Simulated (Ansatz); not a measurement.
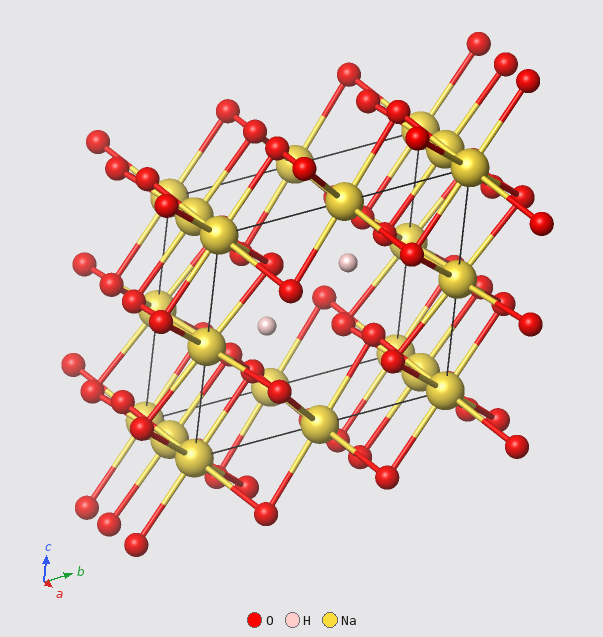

Ball-and-stick model, viewed slightly off an axis. The frame is the simulation cell; atoms at its boundary are shown with their periodic copies. Periodic images bonded to atoms of the box are shown as well.

```
CELL_PARAMETERS angstrom
0.00000 4.37766 4.37766
4.37766 0.00000 4.37766
4.37766 4.37766 0.00000
ATOMIC_POSITIONS crystal
O 0.26225 0.26225 0.26225
O 0.28674 0.73775 0.73775
O 0.26225 0.26225 0.71326
O 0.73775 0.28674 0.73775
O 0.71326 0.26225 0.26225
O 0.73775 0.73775 0.73775
O 0.26225 0.71326 0.26225
O 0.73775 0.73775 0.28674
H 0.37500 0.37500 0.37500
H 0.62500 0.62500 0.62500
Na 0.00000 0.00000 0.00000
Na 0.50000 0.00000 0.00000
Na 0.00000 0.00000 0.50000
Na 0.00000 0.50000 0.00000
```

Method used: DFT, PAW plane waves, PBE in Ansatz 0.2.0. It ran with wavefunction cutoff 420 eV, Brillouin-zone sampling on a 7×7×7 mesh, Methfessel-Paxton smearing of 0.28 eV, no spin polarisation.

### How are the electrons shared out in a Bader analysis?

Na +0.84 e; H +0.56 e; O -0.56 e.

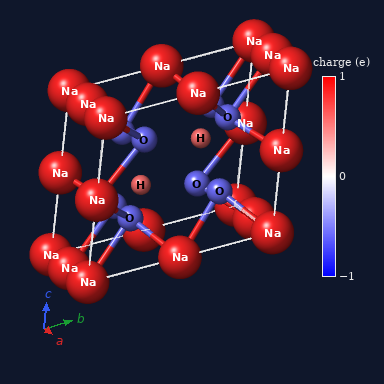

The atoms coloured by those charges.

The structure is a generated cell, made by putting these elements into a known structure type (the compound may or may not exist in this form); no relaxation was done. Ansatz was used for an electronic-structure calculation on it.

At this level of theory the cell isn't at rest (forces up to 0.9 eV/Å), so its distances can differ from those at equilibrium, the more so the softer the solid.
